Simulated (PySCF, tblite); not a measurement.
**C₄H₁₅B₂NSi: geometry, infrared bands and NMR shifts**

Aim: predict the infrared bands and NMR shifts of C₄H₁₅B₂NSi (`C[SiH2]B(C)NB(C)C`).

Computed with tblite 0.8.0 and PySCF 2.14.0, with density-fitted response routines of our own, on a single molecule in the gas phase. Atoms are numbered from 0 throughout.

### 1 The starting structure

23 atoms, charge 0, multiplicity 1; geometry from: force field or distance geometry start.

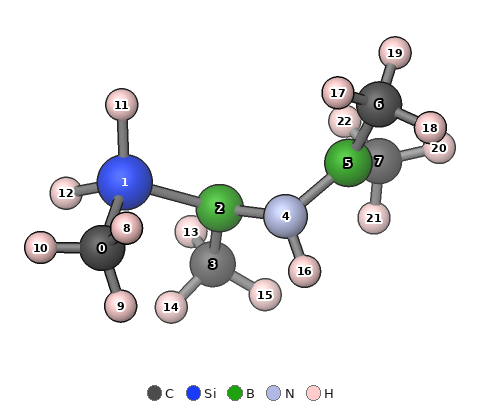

As it starts; carbon dark grey, silicon blue, boron green, nitrogen light blue, hydrogen pink, atoms numbered.

### 2 Geometry optimisation with GFN2-xTB

What the job is given:

```
{"job": {"kind": "relax", "xc": "GFN2-xTB", "basis": "xTB"}, "charge": 0, "multiplicity": 1}
C      3.067700    -1.248400     0.324100
Si     1.992900    -0.496000    -1.043700
B      0.527700     0.523800    -0.273200
C      0.864400     2.076700    -0.065000
N     -0.324800    -0.195200     0.775800
B     -1.786300    -0.295500     0.380400
C     -2.552400    -1.679200     0.244700
C     -2.526700     1.044100    -0.043900
H      2.676400    -2.234900     0.645700
H      3.164500    -0.540600     1.191200
H      4.068200    -1.375200    -0.138300
H      1.529700    -1.507700    -1.987100
H      2.865000     0.426900    -1.782000
H      0.840000     2.538800    -1.061200
H      1.903200     2.100200     0.356500
H      0.213500     2.552300     0.697900
H     -0.226600     0.292500     1.698400
H     -1.847800    -2.540100     0.106800
H     -3.131000    -1.878100     1.192200
H     -3.274500    -1.631200    -0.580400
H     -3.607800     1.040500     0.215800
H     -2.086400     1.878700     0.543200
H     -2.353600     1.174400    -1.114800
```

The run is started by

```bash
$ OMP_NUM_THREADS=1 python probes_run.py task.json out
```

This one command runs all jobs of the session in turn.

**Question.** This job is followed by: GFN2-xTB harmonic vibrations, gas phase; GIAO PBE0/pcSseg-1 NMR shielding, non-relativistic, gas phase. What will the session give for the following? strongest single infrared mode (GFN2-xTB); zero-point energy (GFN2-xTB); ¹³C shifts against TMS (PBE0/pcSseg-1, means over atoms taken as alike); ¹H shifts against TMS (PBE0/pcSseg-1, means over atoms taken as alike); ²⁹Si shifts against TMS (PBE0/pcSseg-1); ¹¹B shifts against BF3·OEt2 (PBE0/pcSseg-1); ¹⁵N shifts against NH3 (PBE0/pcSseg-1).

The runs gave:

| quantity | value |
| --- | --- |
| strongest single infrared mode (GFN2-xTB) | 1381 cm⁻¹, 528 km/mol |
| zero-point energy (GFN2-xTB) | 118.0 kcal/mol |
| ¹³C shifts against TMS (PBE0/pcSseg-1, means over atoms taken as alike) | 20.7, 10.5, -9.4 ppm |
| ¹H shifts against TMS (PBE0/pcSseg-1, means over atoms taken as alike) | 7.45, 3.92, 0.89, 0.65, 0.12 ppm |
| ²⁹Si shifts against TMS (PBE0/pcSseg-1) | -81.6 ppm |
| ¹¹B shifts against BF3·OEt2 (PBE0/pcSseg-1) | 61.1, 56.8 ppm |
| ¹⁵N shifts against NH3 (PBE0/pcSseg-1) | 202.0 ppm |

In words: The optimisation took 279 steps and gained 2.071 eV; among the close pairs (by a distance rule), B2–N4 changed most, from 1.531 to 1.414 Å. All 63 modes are real, so the xTB geometry is a minimum. The strongest single mode, at 1381 cm⁻¹, is spread over many atoms; the largest shares are those of N4, H16. GFN2-xTB is a fitted tight-binding method: band positions and strengths are rough. Its intensities can rank the bands wrongly. At PBE0/pcSseg-1: The widest tensor belongs to N4: span 260 ppm, with a paramagnetic part of -257 ppm.
